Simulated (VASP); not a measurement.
# Si2W: structure and properties in VASP, part 2 of 4

What structure and properties does LDA give Si2W, and how near are they to the measured ones? The start is a cell from a database of measured crystal structures.

VASP 6.6.1, plane waves and PAW; the level of theory is named at each step.

So far. Step 2 (Relaxing cell and atoms (LDA)): It ends with a largest force of 0.003 eV/Å and a pressure of 0.03 GPa. The volume lies -2.4 % from that of the database's start, which holds the thermal and zero-point expansion of its experiment. Step 3 (Second relaxation): It ends with a largest force of 0.003 eV/Å and a pressure of 0.01 GPa. The volume moved by under 0.01 %: the run met its threshold at the first step. The relaxed cell has a = 3.187, c = 7.773 Å (conventional setting).

**4. Single point with fields (LDA)**

Level of this step: LDA; plane waves and PAW (Si, W) (VASP).

A single point on the relaxed cell gives a clean self-consistent state, with density, ELF and potential written out.

Contents of INCAR:

```
SYSTEM = Si2W
PREC = Accurate
ENCUT = 400
EDIFF = 1E-06
NELM = 100
ISMEAR = 0
SIGMA = 0.05
LREAL = .FALSE.
ALGO = Normal
GGA = CA
NBANDS = 13
LASPH = .TRUE.
LORBIT = 11
LWAVE = .FALSE.
LCHARG = .TRUE.
ISIF = 2
LELF = .TRUE.
LVHAR = .TRUE.
```

Contents of POSCAR:

```
Si2W
1.0
   -1.5936247427      1.5936247427      3.8863588592
    1.5936247427     -1.5936247427      3.8863588592
    1.5936247427      1.5936247427     -3.8863588592
Si W
2 1
Direct
    0.3348864609      0.3348864609      0.0000000000
    0.6651135391      0.6651135391      0.0000000000
    0.0000000000      0.0000000000      0.0000000000
```

Contents of KPOINTS:

```
Automatic mesh
0
Gamma
10 10 10
0 0 0
```

Potentials, in the order of the species: Si and W (LDA family, release 64).

Started as:

```bash
> mpirun -np 2 vasp_std
```

Output:

```text
[banner, memory and clock lines left out]
running    2 mpi-ranks, on    1 nodes
 distrk:  each k-point on    2 cores,    1 groups
 distr:  one band on    1 cores,    2 groups

 POSCAR found type information on POSCAR SiW
 POSCAR found :  2 types and       3 ions
 LDA part: xc-table for (Slater(with rela. corr.)+CA(PZ))
 , standard interpolation
|                                                                             |
|           W    W    AA    RRRRR   N    N  II  N    N   GGGG   !!!           |
|           W    W   A  A   R    R  NN   N  II  NN   N  G    G  !!!           |
|           W    W  A    A  R    R  N N  N  II  N N  N  G       !!!           |
|           W WW W  AAAAAA  RRRRR   N  N N  II  N  N N  G  GGG   !            |
|           WW  WW  A    A  R   R   N   NN  II  N   NN  G    G                |
|           W    W  A    A  R    R  N    N  II  N    N   GGGG   !!!           |
|                                                                             |
|     The number of bands has been changed from the values supplied in        |
|     The orbitals not found in the WAVECAR file will be initialized with     |
|     random numbers, which is usually adequate. For correlated               |
|     calculations, however, you should redo the groundstate calculation.     |
|     I found NBANDS = 13. Now, NBANDS = 14.                                  |
|                                                                             |

 POSCAR, INCAR and KPOINTS ok, starting setup
 FFT: planning ... GRIDC
 FFT: planning ... GRID_SOFT
 FFT: planning ... GRID
 WAVECAR not read
 entering main loop
       N       E                     dE             d eps       ncg     rms          rms(c)
DAV:   1     0.145829751468E+02    0.14583E+02   -0.51218E+03  2984   0.698E+02
DAV:   2    -0.267687781922E+02   -0.41352E+02   -0.37780E+02  3686   0.148E+02
DAV:   3    -0.283048763076E+02   -0.15361E+01   -0.15182E+01  3722   0.251E+01
DAV:   4    -0.283170496108E+02   -0.12173E-01   -0.12168E-01  3372   0.264E+00
DAV:   5    -0.283171755803E+02   -0.12597E-03   -0.12596E-03  3778   0.245E-01    0.266E+01
DAV:   6    -0.275993526657E+02    0.71782E+00   -0.16711E+00  3702   0.795E+00    0.111E+01
DAV:   7    -0.274735877201E+02    0.12576E+00   -0.19465E-01  3258   0.282E+00    0.543E+00
DAV:   8    -0.274485441472E+02    0.25044E-01   -0.39559E-02  3618   0.141E+00    0.512E-01
DAV:   9    -0.274482776541E+02    0.26649E-03   -0.16774E-03  3186   0.276E-01    0.280E-01
DAV:  10    -0.274481942402E+02    0.83414E-04   -0.31179E-04  3600   0.988E-02    0.800E-02
DAV:  11    -0.274481766027E+02    0.17637E-04   -0.50311E-05  3374   0.446E-02    0.273E-02
DAV:  12    -0.274481767936E+02   -0.19088E-06   -0.16756E-06  2702   0.919E-03
   1 F= -.27448177E+02 E0= -.27447829E+02  d E =-.695739E-03
```

The job ended after 25 s (2 MPI ranks of AMD EPYC 7R43, shared host; peak memory 0.26 GiB).

Parts of OUTCAR (step 4):

```text
The static configuration has the point symmetry D_4h.

 Found    102 irreducible k-points:

   k-points           NKPTS =    102   k-points in BZ     NKDIM =    102   number of bands    NBANDS=     14

   NELECT =      14.0000    total number of electrons

 E-fermi :  10.8086

 k-point     1 :       0.0000    0.0000    0.0000
  band No.  band energies     occupation
    ...
      2       3.8537      2.00000
      3       7.1371      2.00000
      4       7.3597      2.00000
      5       7.9368      2.00000
      6       7.9368      2.00000
      7      11.4367      0.00000
      8      13.7464      0.00000
      9      13.8113      0.00000
     10      14.0346      0.00000
     11      14.0346      0.00000
    ...

 k-point     2 :       0.1000    0.0000    0.0000
  band No.  band energies     occupation
    ...
      3       6.5328      2.00000
      4       7.3664      2.00000
      5       8.0660      2.00000
      6       8.1968      2.00000
      7      10.7587      1.84125
      8      13.1616      0.00000
      9      13.5007      0.00000
     10      14.3683      0.00000
     11      14.8026      0.00000
     12      15.7573      0.00000
    ...

  Total        0.0019952      0.0019952      0.0018744      0.0000000     -0.0000000      0.0000000
  in kB        0.0809712      0.0809712      0.0760657      0.0000000     -0.0000000      0.0000000
  external PRESSURE =       0.0793361 kB  Pullay stress =       0.0000000 kB

 POSITION                                       TOTAL-FORCE (eV/Angst)
 -----------------------------------------------------------------------------------
      0.00000      0.00000      2.60298         0.000000      0.000000     -0.002756
      0.00000      0.00000      5.16974        -0.000000     -0.000000      0.002756
      0.00000      0.00000      0.00000         0.000000      0.000000      0.000000
 -----------------------------------------------------------------------------------
    total drift:                                0.000000      0.000000     -0.000000

  FREE ENERGIE OF THE ION-ELECTRON SYSTEM (eV)
  ---------------------------------------------------
  free  energy   TOTEN  =       -27.4481767936 eV

  energy  without entropy=      -27.4474810544  energy(sigma->0) =      -27.44782892

[... 8 parts as in an earlier step ...]

[... 5 further parts left out ...]
```

Numbers from this step:

```yaml
scf_cycles: 12
bands: 14
pressure: 0.007934 GPa
```

Valence electrons inside each PAW sphere by angular momentum. Sphere charges, by row:

```
atom  s (e)  p (e)  d (e)  tot (e)
 Si1  0.745  0.915      0     1.66
 Si2  0.745  0.915      0     1.66
  W3  0.571  0.692  4.566    5.829
```

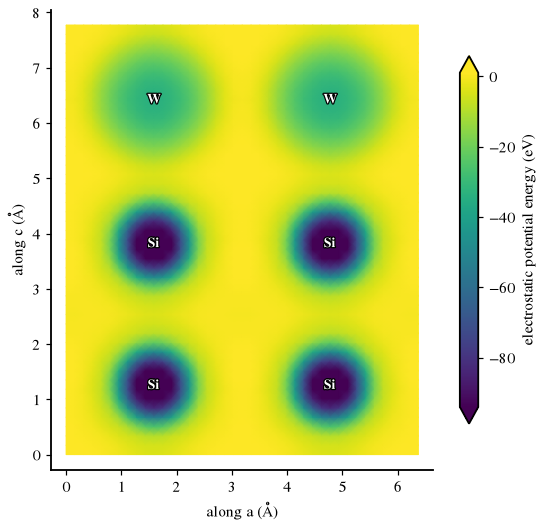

Electrostatic potential energy in the ac plane of the conventional cell at fractional y = 0.000, with atoms of Si and W within 0.2 Å of it. With pseudopotentials it is smooth inside the atoms' cores, unlike the true potential. The map starts off the cell's origin, so that atoms lie inside it.

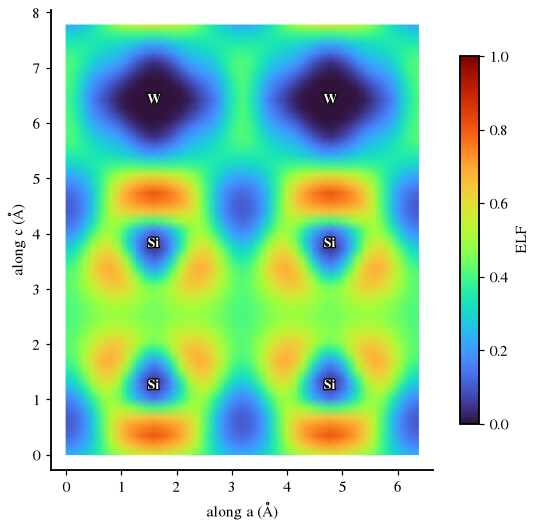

ELF in the ac plane of the conventional cell at fractional y = 0.000, with atoms of Si and W within 0.2 Å of it. It is the smooth field of the valence electrons, not physical close to the nuclei. The map starts off the cell's origin, so that atoms lie inside it.

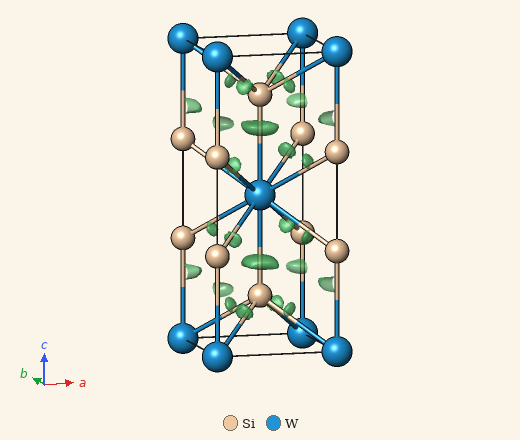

Surface of ELF = 0.72.

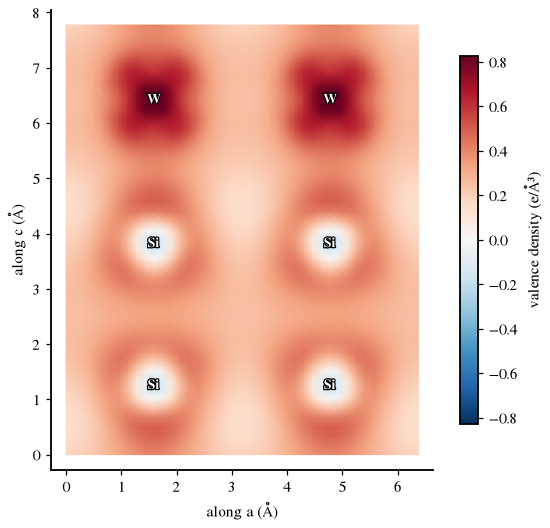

Valence density in the ac plane of the conventional cell at fractional y = 0.000, with atoms of Si and W within 0.2 Å of it. It is the smooth field of the valence electrons, not physical close to the nuclei. The map starts off the cell's origin, so that atoms lie inside it.

In this run the pressure is 0.01 GPa, small enough to go on.

**5. Band structure (LDA)**

The mesh alone shows little of the dispersion and can miss band extrema, so KPOINTS_OPT adds a path through the symmetry points after the self-consistent cycle.

Contents of INCAR:

```
SYSTEM = Si2W
PREC = Accurate
ENCUT = 400
EDIFF = 1E-06
NELM = 100
ISMEAR = 0
SIGMA = 0.05
LREAL = .FALSE.
ALGO = Normal
GGA = CA
NBANDS = 20
LASPH = .TRUE.
LORBIT = 11
LWAVE = .FALSE.
LCHARG = .FALSE.
KPAR = 2
```

POSCAR is that of step 4.

KPOINTS is that of step 4.

Contents of KPOINTS_OPT:

```
Line mode
16
Line-mode
Reciprocal
  0.00000000   0.00000000   0.00000000 GAMMA
  0.00000000   0.00000000   0.50000000 X

  0.00000000   0.00000000   0.50000000 X
 -0.08407296   0.08407296   0.50000000 Y

 -0.08407296   0.08407296   0.50000000 Y
 -0.29203648   0.29203648   0.29203648 S

 -0.29203648   0.29203648   0.29203648 S
  0.00000000   0.00000000   0.00000000 GAMMA

  0.00000000   0.00000000   0.00000000 GAMMA
  0.50000000   0.50000000  -0.50000000 Z

  0.50000000   0.50000000  -0.50000000 Z
  0.29203648   0.70796352  -0.29203648 S1

  0.29203648   0.70796352  -0.29203648 S1
  0.00000000   0.50000000   0.00000000 N

  0.00000000   0.50000000   0.00000000 N
  0.25000000   0.25000000   0.25000000 P

  0.25000000   0.25000000   0.25000000 P
  0.50000000   0.50000000  -0.08407296 Y1

  0.50000000   0.50000000  -0.08407296 Y1
  0.50000000   0.50000000  -0.50000000 Z

  0.00000000   0.00000000   0.50000000 X
  0.25000000   0.25000000   0.25000000 P
```

Started as:

```bash
> mpirun -np 2 vasp_std
```

Output:

```text
[... set-up lines as in an earlier step ...]
 entering main loop
       N       E                     dE             d eps       ncg     rms          rms(c)
DAV:   1     0.137880757141E+02    0.13788E+02   -0.47802E+03  4096   0.489E+02
DAV:   2    -0.268954678074E+02   -0.40684E+02   -0.37731E+02  5008   0.119E+02
DAV:   3    -0.283104040887E+02   -0.14149E+01   -0.13920E+01  5100   0.177E+01
DAV:   4    -0.283171383108E+02   -0.67342E-02   -0.67311E-02  4816   0.150E+00
DAV:   5    -0.283171773109E+02   -0.39000E-04   -0.39001E-04  4988   0.114E-01    0.266E+01
DAV:   6    -0.275982469100E+02    0.71893E+00   -0.91517E-01  5284   0.557E+00    0.109E+01
DAV:   7    -0.274729009550E+02    0.12535E+00   -0.16922E-01  4456   0.213E+00    0.553E+00
DAV:   8    -0.274485835409E+02    0.24317E-01   -0.34944E-02  4836   0.101E+00    0.591E-01
DAV:   9    -0.274482812255E+02    0.30232E-03   -0.14728E-03  4500   0.220E-01    0.357E-01
DAV:  10    -0.274482086342E+02    0.72591E-04   -0.22925E-04  4864   0.675E-02    0.120E-01
DAV:  11    -0.274481767466E+02    0.31888E-04   -0.51232E-05  4596   0.337E-02    0.297E-02
DAV:  12    -0.274481768095E+02   -0.62914E-07   -0.18913E-06  4788   0.783E-03
   1 F= -.27448177E+02 E0= -.27447829E+02  d E =-.695642E-03
 Start KPOINTS_OPT (optional k-point list driver)
k-point batch [1-102\176]
       N       E                     dE             ncg
DAV:   1     0.126088020947E+05   -0.21864E+05     4080
DAV:   2     0.831925984370E+04   -0.42895E+04     5132
DAV:   3     0.816637900127E+04   -0.15288E+03     5092
DAV:   4     0.816566056532E+04   -0.71844E+00     5048
DAV:   5     0.816565631487E+04   -0.42504E-02     5184
DAV:   6     0.816565627643E+04   -0.38439E-04     5116
DAV:   7     0.816565627604E+04   -0.38385E-06     4420
k-point batch [103-176\176]
       N       E                     dE             ncg
DAV:   1     0.182473783297E+05   -0.27145E+05     2968
DAV:   2     0.152577130252E+05   -0.29897E+04     3812
DAV:   3     0.151638050685E+05   -0.93908E+02     3600
DAV:   4     0.151633779036E+05   -0.42716E+00     3616
DAV:   5     0.151633755122E+05   -0.23913E-02     3620
DAV:   6     0.151633754928E+05   -0.19462E-04     3772
DAV:   7     0.151633754926E+05   -0.16653E-06     3004
```

The job ended after 58 s (2 MPI ranks; peak memory 0.38 GiB).

From OUTCAR (step 5):

```text
   k-points           NKPTS =    102   k-points in BZ     NKDIM =    102   number of bands    NBANDS=     20

   NELECT =      14.0000    total number of electrons

 E-fermi :  10.8085

 k-point     1 :       0.0000    0.0000    0.0000
  band No.  band energies     occupation
    ...
      2       3.8537      2.00000
      3       7.1371      2.00000
      4       7.3598      2.00000
      5       7.9367      2.00000
      6       7.9367      2.00000
      7      11.4366      0.00000
      8      13.7465      0.00000
      9      13.8113      0.00000
     10      14.0346      0.00000
     11      14.0346      0.00000
    ...

  Total        0.0022602      0.0022602      0.0022309      0.0000000     -0.0000000      0.0000000
  in kB        0.0917244      0.0917244      0.0905343      0.0000000     -0.0000000      0.0000000
  external PRESSURE =       0.0913277 kB  Pullay stress =       0.0000000 kB

 POSITION                                       TOTAL-FORCE (eV/Angst)
 -----------------------------------------------------------------------------------
      0.00000      0.00000      2.60298         0.000000      0.000000     -0.002774
      0.00000      0.00000      5.16974        -0.000000     -0.000000      0.002774
      0.00000      0.00000      0.00000        -0.000000     -0.000000     -0.000000
 -----------------------------------------------------------------------------------
    total drift:                                0.000000      0.000000     -0.000000

  FREE ENERGIE OF THE ION-ELECTRON SYSTEM (eV)
  ---------------------------------------------------
  free  energy   TOTEN  =       -27.4481768095 eV

  energy  without entropy=      -27.4474811677  energy(sigma->0) =      -27.44782899

[... 10 parts as in an earlier step ...]

[... 6 further parts left out ...]
```

Spin-orbit coupling is off here; with elements this heavy it splits and shifts levels by tenths of an eV or more.

This step gave:

```
bands    : 20
pressure : 0.009133 GPa
```

Electronic bands along the path, in eV, zero at the Fermi level; # counts the bands kept, so #1 is VASP's band 2:

```
    point     #3     #4     #5     #6     #7    #8    #9   #10
        Γ  -3.45  -2.87  -2.87   0.63   2.94  3.00  3.23  3.23
        X  -5.44  -5.05  -3.33  -1.68   2.96  3.02  3.21  4.00
        Y  -5.15  -4.06  -3.18  -2.28   2.09  2.17  3.12  5.30
        S  -3.12  -2.74  -2.49  -0.33   1.83  2.60  3.65  4.53
        Γ  -3.45  -2.87  -2.87   0.63   2.94  3.00  3.23  3.23
        Z  -2.61  -0.76  -0.76  -0.51  -0.51  0.81  4.67  5.07
       S1  -3.12  -2.74  -2.49  -0.33   1.83  2.60  3.65  4.53
        N  -4.86  -2.85  -2.83  -0.45   2.76  2.90  4.07  4.58
        P  -6.66  -2.99  -2.42  -2.42   0.17  3.02  3.76  4.22
       Y1  -5.15  -4.06  -3.18  -2.28   2.09  2.17  3.12  5.30
        Z  -2.61  -0.76  -0.76  -0.51  -0.51  0.81  4.67  5.07
jump to X  -5.44  -5.05  -3.33  -1.68   2.96  3.02  3.21  4.00
        P  -6.66  -2.99  -2.42  -2.42   0.17  3.02  3.76  4.22
```

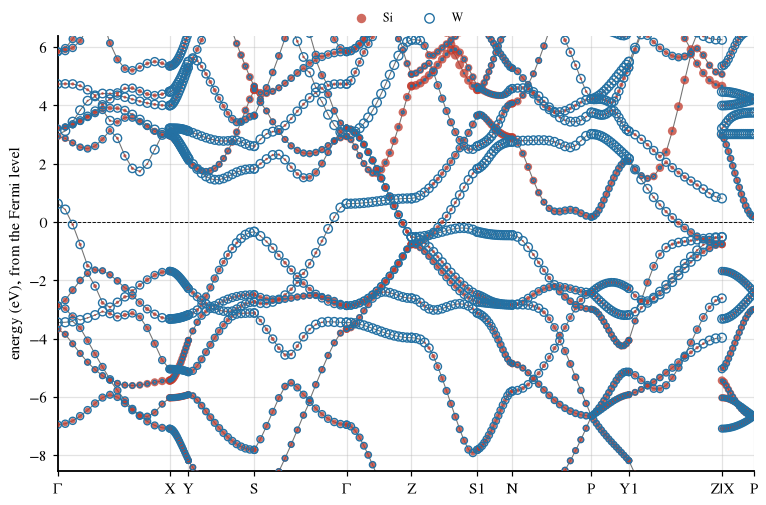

Electronic bands along the path; dots are coloured as in the legend, and their area grows with the weight.

There is no gap at this level.

(Part 2 of 4 ends here.)

[Lines on the potential files, build, host, timing and source positions are cut from VASP's logs without a mark.]

[Logs are printed without paths, hosts, clocks, repeated set-up lines and the standing remarks that a program may print on its own settings, such as how far it seeks lower states.]

[Hosts, paths, dates, database ids (printed as entryN), source tags and the programs' standing remarks are cut or masked in the printed files.]

[A measured line is paired with the nearest computed mode of its activity, which favours agreement.]
